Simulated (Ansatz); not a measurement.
**I4Mo (MoI4) (triplet): density, localisation and related maps**

```yaml
atoms:
  - { symbol: Mo, position_ang: [0.0000, 0.0000, 0.0000] }
  - { symbol: I, position_ang: [0.0102, -0.0158, 2.5886] }
  - { symbol: I, position_ang: [2.4372, 0.0103, -0.8724] }
  - { symbol: I, position_ang: [-1.2280, 2.1163, -0.8451] }
  - { symbol: I, position_ang: [-1.2194, -2.1108, -0.8710] }
```

Geometry: r2SCAN-D4/def2-SVP; core potentials replace the inner electrons of Mo and I.

Theory: UKS PBE0-D4/def2-TZVP in Ansatz.

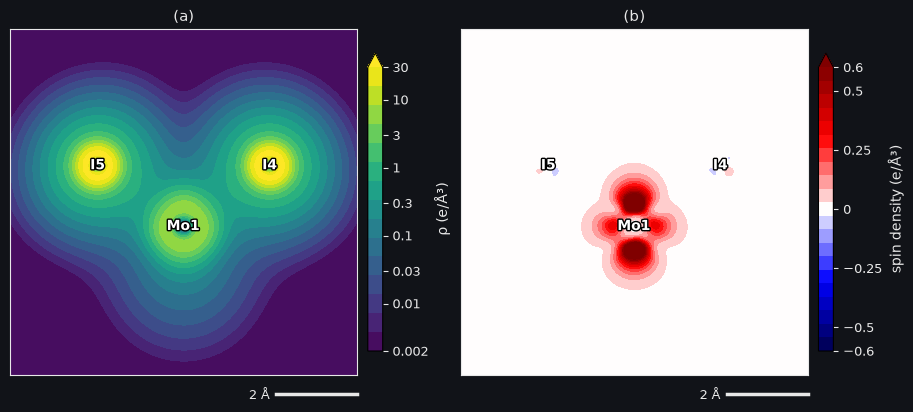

Figure 1. (a) electron density; (b) spin density (α minus β) on the plane of atoms I4, Mo1 and I5.

Question: What does the map show?

Answer: The section cuts through Mo and I sites. Mo–I (2.59 Å): ρ is about 0.56 e/Å³ halfway. The unpaired spin (2 electrons) lies mostly on Mo1 (about 1.7), I2 (about 0.1), I3 (about 0.1), I4 (about 0.1) and I5 (about 0.1), in electrons by Hirshfeld's partition.

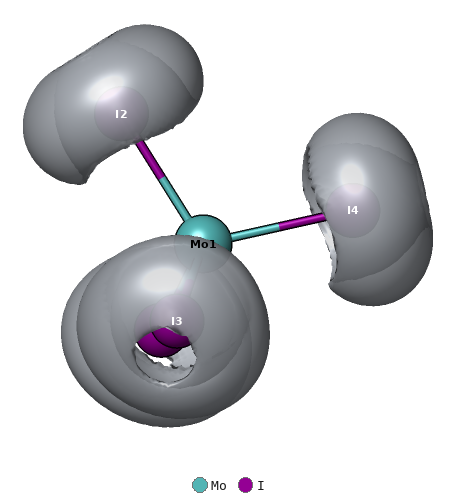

Figure 2. Isosurface of the electron localisation function at 0.75 (grey), seen across its widest extent. Only the valence region is drawn (cores and ρ < 0.01 e/Å³ removed).

Question: What do the ELF domains correspond to?

Answer: The surface consists of four rings or bowls of non-bonding electrons around I. Profiles from the grid: Mo–I (2.59 Å): the ELF peaks at about 0.65 in the valence shell of I, 1.2 Å from its nucleus, and is about 0.60 at the midpoint.

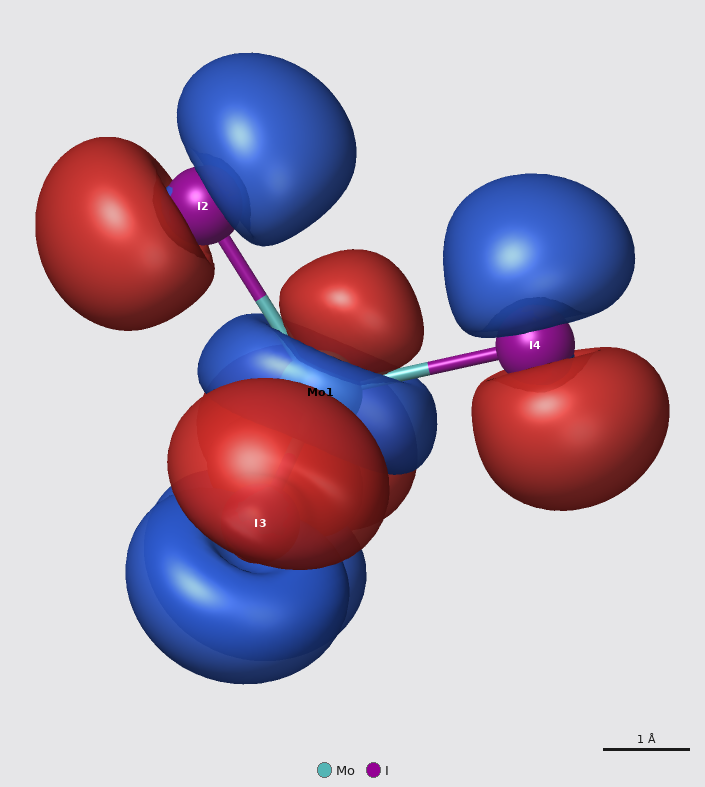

Figure 3. The HOMO (α) at ±0.05 Å⁻³ᐟ² (blue and red are the two phases), seen across its widest extent.

Question: What is the character of this orbital?

Answer: It lies mainly on Mo1 (about 40 %), I2 (about 15 %), I3 (about 15 %), I4 (about 15 %) and I5 (about 15 %). It is one of a degenerate set, so its orientation is arbitrary. Its energy is −6.80 eV.
